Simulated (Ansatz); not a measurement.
Cl3FGe···PH3

```yaml
atoms:
  - { symbol: Ge, position_ang: [0.2828, -0.0063, -0.1496] }
  - { symbol: F, position_ang: [0.4732, 0.0230, 1.5415] }
  - { symbol: Cl, position_ang: [2.2421, 0.1423, -0.9533] }
  - { symbol: Cl, position_ang: [-0.8394, 1.6495, -0.8296] }
  - { symbol: Cl, position_ang: [-0.5469, -1.8655, -0.7309] }
  - { symbol: P, position_ang: [-2.8483, 0.2516, 1.3787] }
  - { symbol: H, position_ang: [-2.8882, -0.7028, 0.3196] }
  - { symbol: H, position_ang: [-3.5950, -0.5956, 2.2588] }
  - { symbol: H, position_ang: [-1.6065, -0.2083, 1.8914] }
```

Not at a stationary point (largest force 1.1 eV/Å).

Method: Ansatz 0.2.0, RKS PBE0-D4/def2-SVP.

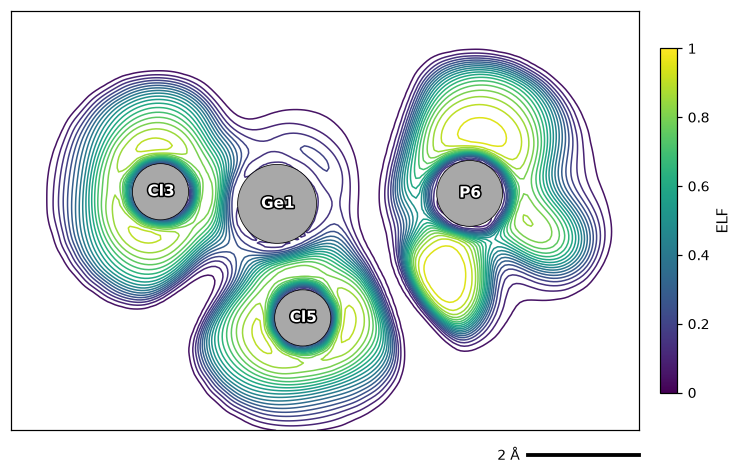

Figure 1. ELF on the plane of atoms Cl3, Ge1 and Cl5. Grey discs cover the atomic cores.

Q: What does the map show?

A: The section cuts through Ge, Cl and P sites.
Ge–Cl (2.12 Å): the ELF peaks at about 0.85 in the valence shell of Cl, 0.9 Å from its nucleus, and is about 0.65 at the midpoint.
The ELF also peaks beside Cl5, Cl3 and P6, away from the bonds: lone-pair regions.

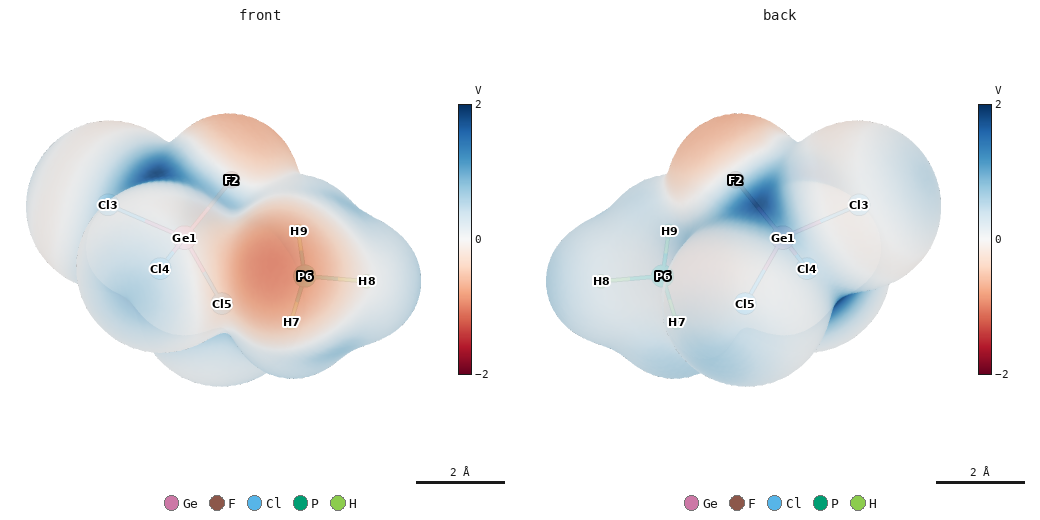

Figure 2. The electrostatic potential painted on the density surface at 0.002 e/bohr³, seen from the front and from behind; red is negative and blue positive.

Q: Where is the surface potential most negative and most positive?

A: The most negative region (about −1.0 V, or −23 kcal/mol for a unit charge) lies over P6, the most positive (about +1.7 V, or +39 kcal/mol for a unit charge) over Ge1. Cl3 shows a σ-hole: about +0.5 V, or +12 kcal/mol for a unit charge at the tip opposite its bond, against about 0.0 V on its flanks. Cl4 shows a σ-hole: about +0.6 V, or +14 kcal/mol for a unit charge at the tip opposite its bond, against about 0.0 V on its flanks. Cl5 shows a σ-hole: about +0.6 V, or +14 kcal/mol for a unit charge at the tip opposite its bond, against about +0.2 V on its flanks.

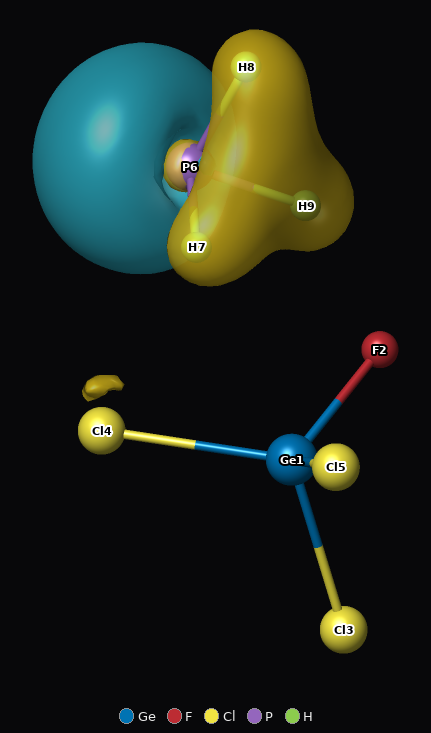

Figure 3. One frontier orbital at ±0.15 Å⁻³ᐟ² (yellow and cyan are the two phases), seen at an oblique angle.

Q: Which orbital is it: HOMO or LUMO?

A: The HOMO, at −7.64 eV. It lies mainly on P6 (about 75 %) and H8 (about 5 %); largely a lone pair of P6.
